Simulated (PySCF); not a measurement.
**C6H18N2Si: density, localisation and related maps**

```xyz
27

Si    0.4207    0.3893    0.5552
C     0.2627    0.5715    2.4208
H    -0.7826    0.7494    2.7207
H     0.8703    1.4104    2.7977
H     0.6035   -0.3436    2.9299
C     2.2179    0.0705    0.1096
H     2.6030   -0.8558    0.5650
H     2.8391    0.9052    0.4698
H     2.3577   -0.0049   -0.9802
N    -0.1954    1.8682   -0.0990
C    -0.3919    2.1452   -1.5013
C    -1.8519    2.1268   -1.9320
H    -0.5127    2.5985    0.5267
H     0.0620    3.1167   -1.7767
H     0.1587    1.3867   -2.0831
H    -2.2859    1.1316   -1.7508
H    -1.9624    2.3646   -3.0022
H    -2.4416    2.8623   -1.3607
N    -0.4920   -0.9201   -0.1421
C    -0.0351   -2.2632   -0.4135
C    -0.1061   -3.2158    0.7742
H    -1.5003   -0.8571   -0.0382
H    -0.6131   -2.6878   -1.2547
H     1.0054   -2.2132   -0.7747
H     0.5244   -2.8571    1.6037
H     0.2310   -4.2291    0.5022
H    -1.1376   -3.2947    1.1544
```

Geometry: PBE0-D3(BJ)/def2-SVP.

Method: PBE0/pcSseg-1, SCF density, gas phase, non-relativistic in PySCF.

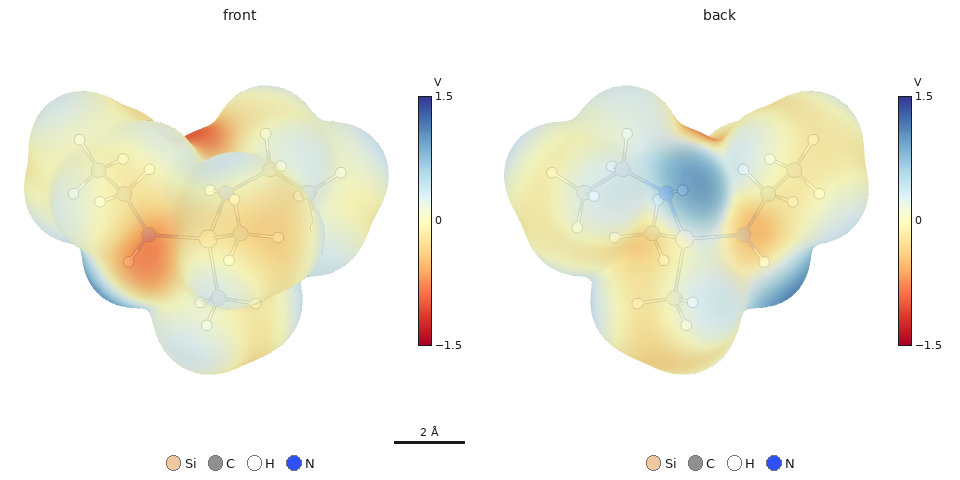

Figure 1. The molecular electrostatic potential painted on the density surface at 0.001 e/bohr³, seen from the front and from behind; red is negative and blue positive.

Question: Which sites attract a positive test charge, and which a negative one?

Answer: A positive charge is drawn to the negative regions and a negative charge to the positive ones. The most negative region (about −0.9 V, or −21 kcal/mol for a unit charge) lies over N19, the most positive (about +1.0 V, or +23 kcal/mol for a unit charge) over H13 and H22.

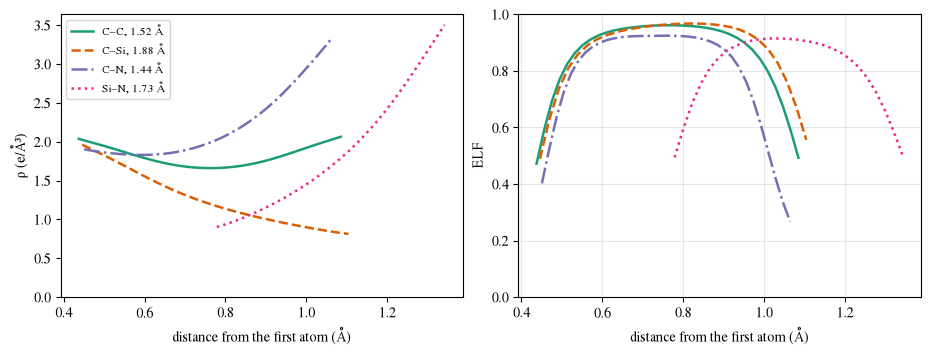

Figure 2. Electron density and electron localisation function along straight lines between neighbouring atoms. The curves leave out the atomic cores.

Question: What can be read from the curves?

Answer: C–C (1.52 Å): ρ is about 1.7 e/Å³ halfway; the ELF peaks at about 0.95 between the atoms, as expected for localised, covalent bonding.
C–Si (1.88 Å): ρ at the midpoint is about 0.96 e/Å³; the ELF peaks at about 0.95 between the atoms: a covalent bond.
C–N (1.44 Å): ρ is about 1.9 e/Å³ halfway; the ELF peaks at about 0.90 between the atoms, as expected for a shared electron pair.
Si–N (1.73 Å): ρ is about 1.1 e/Å³ halfway; the ELF peaks at about 0.90 between the atoms: a shared but strongly polarised pair.
